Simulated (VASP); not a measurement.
# GaPPt5: structure and properties in VASP, part 2 of 6

Aim: relax GaPPt5, then compute properties on the relaxed cell. The start is a computed cell from the Materials Project.

VASP 6.6.1; PBEsol with D3(BJ); plane waves and PAW (Ga_d, P, Pt).

Still holding for the runs below: The k-mesh is coarse for a metal.

So far. Step 2 (Relaxing cell and atoms (PBEsol + D3(BJ))): It ends with a largest force of 0.005 eV/Å and a pressure of -0.03 GPa. The relaxed cell has a = 3.861, c = 6.792 Å (conventional setting).

## (3) Second relaxation

The basis stayed that of the start cell while the cell moved. A rerun from the cell reached resets it; the error of the finite cutoff stays.

Input file INCAR:

```
SYSTEM = GaPPt5
PREC = Accurate
ENCUT = 400
EDIFF = 1E-06
NELM = 100
ISMEAR = 0
SIGMA = 0.05
LREAL = .FALSE.
ALGO = Normal
GGA = PS
IVDW = 12
NBANDS = 42
LASPH = .TRUE.
LORBIT = 11
LWAVE = .FALSE.
LCHARG = .FALSE.
KPAR = 4
IBRION = 2
NSW = 60
ISIF = 3
EDIFFG = -0.01
```

Input file POSCAR:

```
GaPPt5
1.0
    3.8607533356      0.0000000000      0.0000000000
    0.0000000000      3.8607533356      0.0000000000
    0.0000000000      0.0000000000      6.7919045108
Ga P Pt
1 1 5
Direct
    0.5000000000      0.5000000000      0.0000000000
    0.0000000000      0.0000000000      0.5000000000
    0.0000000000      0.5000000000      0.2901925662
    0.0000000000      0.5000000000      0.7098074338
    0.5000000000      0.0000000000      0.2901925662
    0.5000000000      0.0000000000      0.7098074338
    0.0000000000      0.0000000000      0.0000000000
```

Input file KPOINTS:

```
Automatic mesh
0
Gamma
6 6 4
0 0 0
```

PAW data sets: Ga_d, P and Pt (PBE family, release 64).

Started as:

```console
$ mpirun -np 4 vasp_std
```

Log:

```text
[banner, memory and clock lines left out]
running    4 mpi-ranks, on    1 nodes
 distrk:  each k-point on    1 cores,    4 groups
 distr:  one band on    1 cores,    1 groups

 POSCAR found type information on POSCAR GaP Pt
 POSCAR found :  3 types and       7 ions
 [... a notice as in an earlier step ...]

 LDA part: xc-table for (Slater+PW92), standard interpolation
 POSCAR, INCAR and KPOINTS ok, starting setup
 FFT: planning ... GRIDC
 FFT: planning ... GRID_SOFT
 FFT: planning ... GRID
 WAVECAR not read
 entering main loop
       N       E                     dE             d eps       ncg     rms          rms(c)
DAV:   1     0.539939924572E+03    0.53994E+03   -0.26754E+04  2782   0.174E+03
DAV:   2     0.142588993337E+02   -0.52568E+03   -0.49893E+03  2814   0.470E+02
DAV:   3    -0.469680797552E+02   -0.61227E+02   -0.58596E+02  2868   0.124E+02
DAV:   4    -0.495923956951E+02   -0.26243E+01   -0.25876E+01  2912   0.278E+01
DAV:   5    -0.496661727428E+02   -0.73777E-01   -0.73618E-01  3286   0.440E+00    0.319E+01
DAV:   6    -0.475243940639E+02    0.21418E+01   -0.71126E+00  2784   0.151E+01    0.158E+01
DAV:   7    -0.473716759702E+02    0.15272E+00   -0.10501E+00  3160   0.880E+00    0.626E+00
DAV:   8    -0.472849408447E+02    0.86735E-01   -0.64545E-01  2710   0.655E+00    0.254E+00
DAV:   9    -0.472582236101E+02    0.26717E-01   -0.99622E-02  2780   0.238E+00    0.419E-01
DAV:  10    -0.472577142127E+02    0.50940E-03   -0.72255E-03  3496   0.590E-01    0.218E-01
DAV:  11    -0.472576995824E+02    0.14630E-04   -0.96159E-04  2824   0.197E-01    0.642E-02
DAV:  12    -0.472576782273E+02    0.21355E-04   -0.12918E-04  2962   0.963E-02    0.237E-02
DAV:  13    -0.472576779043E+02    0.32293E-06   -0.97353E-06  3232   0.243E-02
   1 F= -.51855003E+02 E0= -.51854123E+02  d E =-.518550E+02
 curvature:   0.00 expect dE= 0.000E+00 dE for cont linesearch  0.000E+00
 trial: gam= 0.00000 g(F)=  0.303E-05 g(S)=  0.415E-04 ort = 0.000E+00 (trialstep = 0.100E+01)
 search vector abs. value=  0.445E-04
 reached required accuracy - stopping structural energy minimisation
```

The job ended after 17 s (4 MPI ranks of Intel Xeon 6975P-C (Granite Rapids), shared host; peak memory 0.97 GiB; 64 s of CPU time).

From OUTCAR (step 3):

```text
  LATTYP: Found a simple tetragonal cell.
 ALAT       =     3.8607533356
 C/A-ratio  =     1.7592174170

The static configuration has the point symmetry D_4h.

 Found     30 irreducible k-points:

   ENCUT  =  400.0 eV  29.40 Ry    5.42 a.u.   6.30  6.30 11.08*2*pi/ulx,y,z

   NELECT =      68.0000    total number of electrons

 E-fermi :  11.4387

 k-point     1 :       0.0000    0.0000    0.0000
  band No.  band energies     occupation
    ...
     30       9.8481      2.00000
     31      10.0111      2.00000
     32      10.1906      2.00000
     33      10.1906      2.00000
     34      11.4537      0.66970
     35      11.5006      0.07984
     36      12.9794      0.00000
     37      13.0884      0.00000
     38      15.6052      0.00000
     39      15.6052      0.00000
    ...

 k-point     2 :       0.1667    0.0000    0.0000
  band No.  band energies     occupation
    ...
     30       9.5452      2.00000
     31       9.6774      2.00000
     32       9.7896      2.00000
     33      10.1162      2.00000
     34      10.9551      2.00000
     35      12.0786      0.00000
     36      12.7348      0.00000
     37      13.8359      0.00000
     38      14.5235      0.00000
     39      14.9140      0.00000
    ...

 Edisp (eV)   -4.59732

  Total      -0.05277    -0.05277    -0.02109     0.00000    -0.00000     0.00000
  in kB      -0.83517    -0.83517    -0.33377     0.00000    -0.00000     0.00000
  external pressure =       -0.67 kB  Pullay stress =        0.00 kB

  energy-cutoff  :      400.00
  volume of cell :      101.24
      direct lattice vectors                 reciprocal lattice vectors
     3.860753336  0.000000000  0.000000000     0.259016807  0.000000000  0.000000000
     0.000000000  3.860753336  0.000000000     0.000000000  0.259016807  0.000000000
     0.000000000  0.000000000  6.791904511     0.000000000  0.000000000  0.147234108

 POSITION                                       TOTAL-FORCE (eV/Angst)
 -----------------------------------------------------------------------------------
      1.93038      1.93038      0.00000         0.000000      0.000000      0.000000
      0.00000      0.00000      3.39595         0.000000      0.000000      0.000000
      0.00000      1.93038      1.97096        -0.000000      0.000000      0.003965
      0.00000      1.93038      4.82094         0.000000      0.000000     -0.003965
      1.93038      0.00000      1.97096         0.000000     -0.000000      0.003965
      1.93038      0.00000      4.82094         0.000000     -0.000000     -0.003965
      0.00000      0.00000      0.00000         0.000000      0.000000      0.000000
 -----------------------------------------------------------------------------------
    total drift:                                0.000000      0.000000      0.000000

  FREE ENERGIE OF THE ION-ELECTRON SYSTEM (eV)
  ---------------------------------------------------
  free  energy   TOTEN  =       -51.8550026463 eV

  energy  without entropy=      -51.8532433286  energy(sigma->0) =      -51.85412299

 total charge
# of ion       s       p       d       tot
------------------------------------------
    1        0.797   0.706  10.068  11.571
    2        0.962   1.400   0.000   2.363
    3        0.649   0.686   8.202   9.537
    4        0.649   0.686   8.202   9.537
    5        0.649   0.686   8.202   9.537
    6        0.649   0.686   8.202   9.537
    7        0.630   0.609   8.212   9.451
--------------------------------------------------
tot          4.986   5.458  51.089  61.533

[... 5 parts as in an earlier step ...]

[... 6 further parts left out ...]
```

CONTCAR:

```
GaPPt5
   1.00000000000000
     3.8607533356000001    0.0000000000000000    0.0000000000000000
     0.0000000000000000    3.8607533356000001    0.0000000000000000
     0.0000000000000000    0.0000000000000000    6.7919045108000002
  Ga              P               Pt
     1     1     5
Direct
     0.5000000000000000    0.5000000000000000    0.0000000000000000
     0.0000000000000000    0.0000000000000000    0.5000000000000000
     0.0000000000000000    0.5000000000000000    0.2901925661999982
     0.0000000000000000    0.5000000000000000    0.7098074338000018
     0.5000000000000000    0.0000000000000000    0.2901925661999982
     0.5000000000000000    0.0000000000000000    0.7098074338000018
     0.0000000000000000    0.0000000000000000    0.0000000000000000
```

Little changed from the start: no atom moved by 0.005 Å and no cell edge by 0.1 %.

Numbers from this step:

* free energy (TOTEN): -51.8550 eV
* energy at zero smearing: -51.8541 eV
* pressure: -0.06680 GPa
* SCF cycles over all ionic steps: 13

It ends with a largest force of 0.004 eV/Å and a pressure of -0.07 GPa. The volume moved by under 0.01 %: the run met its threshold at the first step.

## (4) Single point with fields (PBEsol + D3(BJ))

The relaxed cell gets a fresh self-consistent run, on a basis set for its own volume, to fix the density and to check the remaining stress.

INCAR: that of step 3 with these lines changed.

```diff
@@ -15,7 +15,5 @@
 LWAVE = .FALSE.
-LCHARG = .FALSE.
-KPAR = 4
-IBRION = 2
-NSW = 60
-ISIF = 3
-EDIFFG = -0.01
+LCHARG = .TRUE.
+ISIF = 2
+LELF = .TRUE.
+LVHAR = .TRUE.
```

POSCAR is that of step 3.

KPOINTS is that of step 3.

Started as:

```console
$ mpirun -np 4 vasp_std
```

Log:

```text
[banner, memory and clock lines left out]
running    4 mpi-ranks, on    1 nodes
 distrk:  each k-point on    4 cores,    1 groups
 distr:  one band on    1 cores,    4 groups

 POSCAR found type information on POSCAR GaP Pt
 POSCAR found :  3 types and       7 ions
 [... a notice as in an earlier step ...]

 LDA part: xc-table for (Slater+PW92), standard interpolation
|                                                                             |
|           W    W    AA    RRRRR   N    N  II  N    N   GGGG   !!!           |
|           W    W   A  A   R    R  NN   N  II  NN   N  G    G  !!!           |
|           W    W  A    A  R    R  N N  N  II  N N  N  G       !!!           |
|           W WW W  AAAAAA  RRRRR   N  N N  II  N  N N  G  GGG   !            |
|           WW  WW  A    A  R   R   N   NN  II  N   NN  G    G                |
|           W    W  A    A  R    R  N    N  II  N    N   GGGG   !!!           |
|                                                                             |
|     The number of bands has been changed from the values supplied in        |
|     The orbitals not found in the WAVECAR file will be initialized with     |
|     random numbers, which is usually adequate. For correlated               |
|     calculations, however, you should redo the groundstate calculation.     |
|     I found NBANDS = 42. Now, NBANDS = 44.                                  |
|                                                                             |

 POSCAR, INCAR and KPOINTS ok, starting setup
 FFT: planning ... GRIDC
 FFT: planning ... GRID_SOFT
 FFT: planning ... GRID
 WAVECAR not read
 entering main loop
       N       E                     dE             d eps       ncg     rms          rms(c)
DAV:   1     0.532709524945E+03    0.53271E+03   -0.26680E+04  2948   0.167E+03
DAV:   2     0.119050858220E+02   -0.52080E+03   -0.48963E+03  2948   0.470E+02
DAV:   3    -0.472902229036E+02   -0.59195E+02   -0.56473E+02  2936   0.118E+02
DAV:   4    -0.496025737504E+02   -0.23124E+01   -0.22894E+01  3084   0.259E+01
DAV:   5    -0.496655257931E+02   -0.62952E-01   -0.62846E-01  3180   0.405E+00    0.319E+01
DAV:   6    -0.475264760306E+02    0.21390E+01   -0.64284E+00  2944   0.144E+01    0.159E+01
DAV:   7    -0.473718697348E+02    0.15461E+00   -0.96209E-01  3248   0.849E+00    0.625E+00
DAV:   8    -0.472855545189E+02    0.86315E-01   -0.58114E-01  2904   0.627E+00    0.253E+00
DAV:   9    -0.472582370555E+02    0.27317E-01   -0.92536E-02  2916   0.228E+00    0.428E-01
DAV:  10    -0.472577016427E+02    0.53541E-03   -0.63804E-03  3684   0.553E-01    0.217E-01
DAV:  11    -0.472576964511E+02    0.51916E-05   -0.76972E-04  2932   0.163E-01    0.586E-02
DAV:  12    -0.472576780056E+02    0.18446E-04   -0.95597E-05  3092   0.801E-02    0.227E-02
DAV:  13    -0.472576778598E+02    0.14581E-06   -0.81625E-06  3452   0.211E-02
   1 F= -.51855003E+02 E0= -.51854123E+02  d E =-.175939E-02
```

Wall time 16 s (4 MPI ranks); peak memory 0.64 GiB.

OUTCAR, selected parts (step 4):

```text
The static configuration has the point symmetry D_4h.

 Found     30 irreducible k-points:

   k-points           NKPTS =     30   k-points in BZ     NKDIM =     30   number of bands    NBANDS=     44

   NELECT =      68.0000    total number of electrons

 E-fermi :  11.4387

 k-point     1 :       0.0000    0.0000    0.0000
  band No.  band energies     occupation
    ...
     30       9.8481      2.00000
     31      10.0111      2.00000
     32      10.1906      2.00000
     33      10.1906      2.00000
     34      11.4538      0.66953
     35      11.5006      0.07980
     36      12.9794      0.00000
     37      13.0884      0.00000
     38      15.6052      0.00000
     39      15.6052      0.00000
    ...

 k-point     3 :       0.3333    0.0000    0.0000
  band No.  band energies     occupation
    ...
     30       9.0526      2.00000
     31       9.3141      2.00000
     32       9.6246      2.00000
     33       9.8655      2.00000
     34      10.4989      2.00000
     35      11.9512      0.00000
     36      12.4514      0.00000
     37      13.0281      0.00000
     38      14.4904      0.00000
     39      15.3124      0.00000
    ...

 Edisp (eV)   -4.59732

  Total      -0.05217    -0.05217    -0.02085     0.00000    -0.00000     0.00000
  in kB      -0.82572    -0.82572    -0.33002     0.00000    -0.00000     0.00000
  external pressure =       -0.66 kB  Pullay stress =        0.00 kB

 POSITION                                       TOTAL-FORCE (eV/Angst)
 -----------------------------------------------------------------------------------
      1.93038      1.93038      0.00000        -0.000000      0.000000     -0.000000
      0.00000      0.00000      3.39595        -0.000000      0.000000     -0.000000
      0.00000      1.93038      1.97096         0.000000     -0.000000      0.003955
      0.00000      1.93038      4.82094        -0.000000     -0.000000     -0.003955
      1.93038      0.00000      1.97096         0.000000      0.000000      0.003955
      1.93038      0.00000      4.82094        -0.000000      0.000000     -0.003955
      0.00000      0.00000      0.00000        -0.000000      0.000000     -0.000000
 -----------------------------------------------------------------------------------
    total drift:                                0.000000      0.000000      0.000000

  FREE ENERGIE OF THE ION-ELECTRON SYSTEM (eV)
  ---------------------------------------------------
  free  energy   TOTEN  =       -51.8550026017 eV

  energy  without entropy=      -51.8532432129  energy(sigma->0) =      -51.85412291

[... 10 parts as in an earlier step ...]

[... 3 further parts left out ...]
```

This step gave:

- SCF cycles: 13
- bands: 44
- pressure: -0.06605 GPa

Valence electrons inside each PAW sphere by angular momentum. Sphere charges, by row:

| atom | s (e) | p (e) | d (e) | tot (e) |
| --- | --- | --- | --- | --- |
| Ga1 | 0.797 | 0.706 | 10.07 | 11.57 |
| P2 | 0.962 | 1.4 | 0 | 2.363 |
| Pt3 | 0.649 | 0.686 | 8.202 | 9.537 |
| Pt4 | 0.649 | 0.686 | 8.202 | 9.537 |
| Pt5 | 0.649 | 0.686 | 8.202 | 9.537 |
| Pt6 | 0.649 | 0.686 | 8.202 | 9.537 |
| Pt7 | 0.63 | 0.609 | 8.212 | 9.451 |

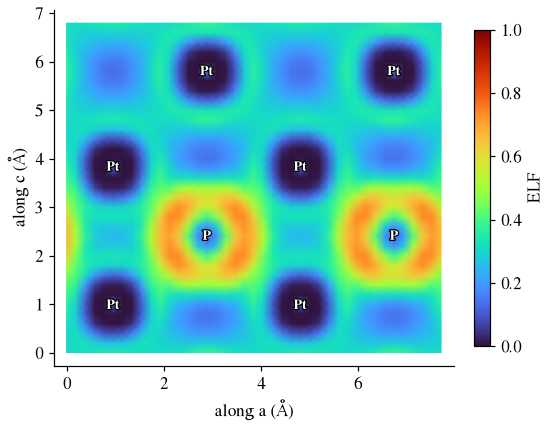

ELF in the ac plane at fractional y = 0.000, with atoms of P and Pt within 0.2 Å of it. It is the smooth field of the valence electrons, not physical close to the nuclei. The map starts off the cell's origin, so that atoms lie inside it.

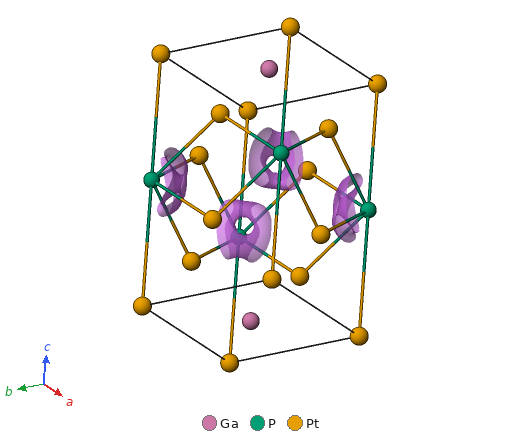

Surface of ELF = 0.66.

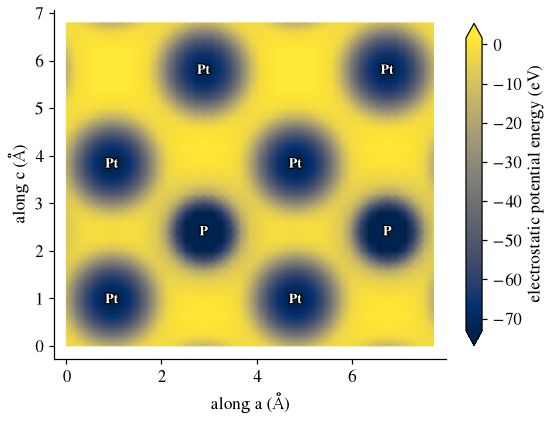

Electrostatic potential energy in the ac plane at fractional y = 0.000, with atoms of P and Pt within 0.2 Å of it. With pseudopotentials it is smooth inside the atoms' cores, unlike the true potential. The map starts off the cell's origin, so that atoms lie inside it.

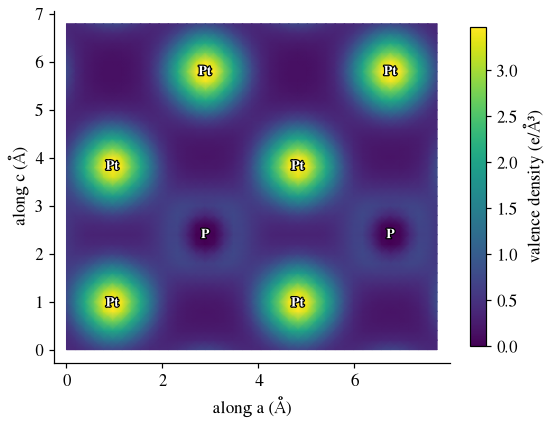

Valence density in the ac plane at fractional y = 0.000, with atoms of P and Pt within 0.2 Å of it. It is the smooth field of the valence electrons, not physical close to the nuclei. The map starts off the cell's origin, so that atoms lie inside it.

In this run the pressure is -0.07 GPa, small enough to go on.

(Part 2 of 6 ends here.)

[Lines on the potential files, build, host, timing and source positions are cut from VASP's logs without a mark.]

[Logs are printed without paths, hosts, clocks, repeated set-up lines and the standing remarks that a program may print on its own settings, such as how far it seeks lower states.]

[Hosts, paths, dates, database ids (printed as entryN), source tags and the programs' standing remarks are cut or masked in the printed files.]

[A measured line is paired with the nearest computed mode of its activity, which favours agreement.]

[In band tables of VASP the shares of atoms and orbitals are scaled to a sum of 1 inside the atoms' spheres.]
